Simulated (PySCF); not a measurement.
Re(O)4, SMILES [O]=[Re-](=[O])(=[O])=[O] (charge -1) at its CAM-B3LYP/def2-SVP optimised geometry (Å):

```
5

Re    -0.5760    -0.8146     0.0000
O      1.1520    -0.8146     0.0000
O     -1.1521    -1.6292     1.4108
O     -1.1520     0.8146     0.0000
O     -1.1516    -1.6287    -1.4113
```

Method: CAM-B3LYP/def2-TZVPD, def2 effective core potentials past Kr (PySCF 2.14.0). The core electrons that the potentials of Re replace are not part of the density.

Map of the Laplacian of the electron density (e/bohr⁵) on the plane z = 0.6 Å:

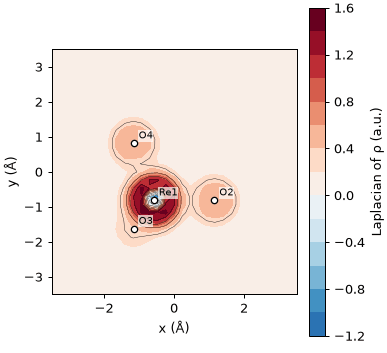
Fig. 1. Laplacian of the electron density (e/bohr⁵) on the plane z = 0.6 Å.
